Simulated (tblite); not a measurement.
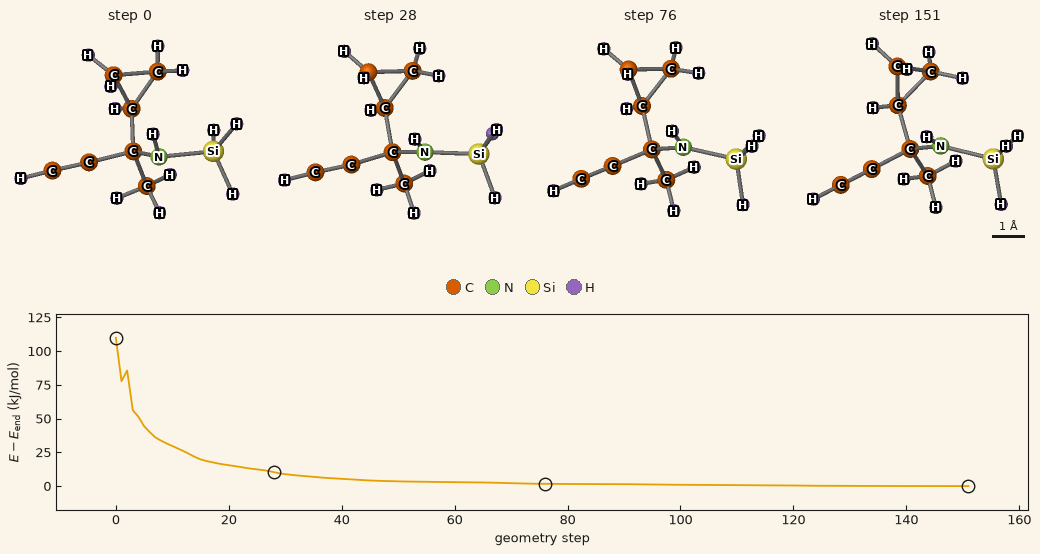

Frames of a relaxation of C7H13NSi, marked on the history of the run. The picture is a ball-and-stick view, seen face on.

Computed with GFN2-xTB geometry optimisation, gas phase in tblite. 

**Describe the path.**

An H atom moves most after the best rigid fit: 1.11 Å. By element the largest moves are H 1.11 Å, C 0.60 Å, Si 0.46 Å, N 0.37 Å. Some distances before and after: C–Si 2.898 → 3.119 Å, N–Si 1.785 → 1.712 Å, C–C 1.471 → 1.535 Å, H–N 1.064 → 1.007 Å. Among the angles between lasting bonds that change: C–N–Si 108.9° → 130.1°, Si–N–H 107.0° → 118.4°, C–C–C 112.6° → 122.0°. Groups turn about C–C by about 30°, C–C by about 25°. Over 151 geometry steps the energy falls by 109.9 kJ/mol. Cost: 1.4 s on 1 thread of Arm Neoverse V1 (shared host). From step 0 to 28: an H atom moves most (0.63 Å), energy −99.6 kJ/mol. From step 28 to 76: an H atom moves most (0.61 Å), energy −8.64 kJ/mol. From step 76 to 151: H atoms move most (0.63 Å), energy −1.68 kJ/mol.

```tsv
step	E − E(0), kJ/mol
0	0.00
1	-32.13
2	-24.22
3	-53.67
4	-58.55
5	-65.47
6	-69.89
7	-73.85
8	-76.24
9	-78.31
10	-80.18
17	-92.21
25	-97.52
32	-101.97
40	-104.49
47	-106.07
55	-106.75
62	-107.08
69	-107.67
77	-108.28
84	-108.39
92	-108.55
99	-108.91
106	-109.10
114	-109.28
121	-109.54
129	-109.73
136	-109.84
144	-109.89
151	-109.92
```
